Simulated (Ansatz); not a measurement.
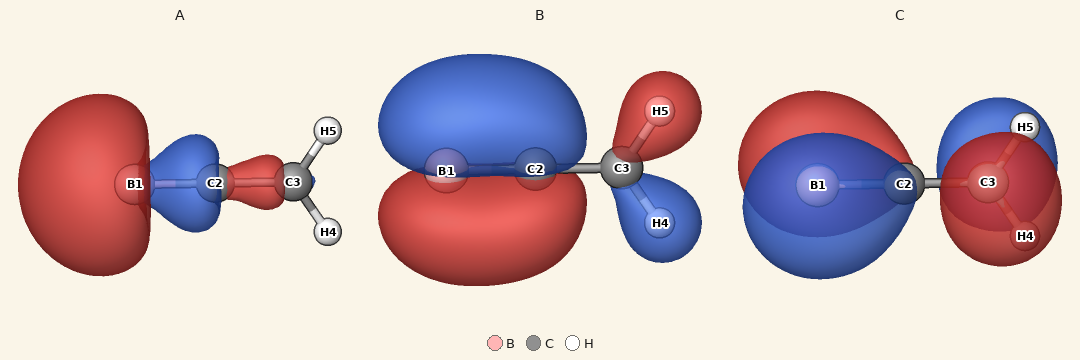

C₂H₂B (SMILES [B]=C=C) (doublet). Three frontier orbitals at ±0.1 Å⁻³ᐟ² (blue and red are the two phases), in no order.

Geometry: PBE0-D4/def2-TZVP.

The calculation used UKS PBE0-D4/def2-TZVPP (Ansatz 0.2.0).

Input file:

```
crystal:
  periodic: [false, false, false]
  atoms:
    - {symbol: B, position_ang: [-2.099241, -0.191383, -0.091307]}
    - {symbol: C, position_ang: [-0.745634, -0.067993, -0.032467]}
    - {symbol: C, position_ang: [0.563667, 0.051373, 0.024561]}
    - {symbol: H, position_ang: [1.220319, -0.811860, 0.137286]}
    - {symbol: H, position_ang: [1.060889, 1.019852, -0.038063]}
basis:
  gaussian: {orbitals: def2-TZVPP}
magnetization: {spin_polarized: true, initial_magnetization: 1}
hamiltonian: {xc: pbe0, dispersion: d4}
output: {orbitals: {seedname: orbitals}}
```

Launched as:

```sh
ansatz run in.yaml --threads 2 --pin off --events-out ev --progress --plain --max-ram 4352MiB
```

Order the three orbitals by energy and name them. All are α orbitals.

Answer. A is the HOMO−1 (α) (−8.51 eV). By Hirshfeld shares it lies mainly on B1 (about 90 %) and C2 (about 10 %); it is symmetric in the molecular plane (an in-plane orbital: σ, lone-pair or in-plane π type). B is the HOMO (α) (−6.61 eV). Its weight (Hirshfeld) is mainly on B1 (about 45 %), C2 (about 40 %) and C3 (about 5 %); it is symmetric in the molecular plane (an in-plane orbital: σ, lone-pair or in-plane π type). C is the LUMO (α) (−2.99 eV). By Hirshfeld shares it lies mainly on B1 (about 50 %), C3 (about 30 %) and C2 (about 15 %); it changes sign across the molecular plane (π type); π-bonding across B1–C2; π-antibonding (a node) across C2–C3.

What is the gap between the highest occupied and lowest empty α orbitals?

Answer. 3.62 eV between the orbital energies.
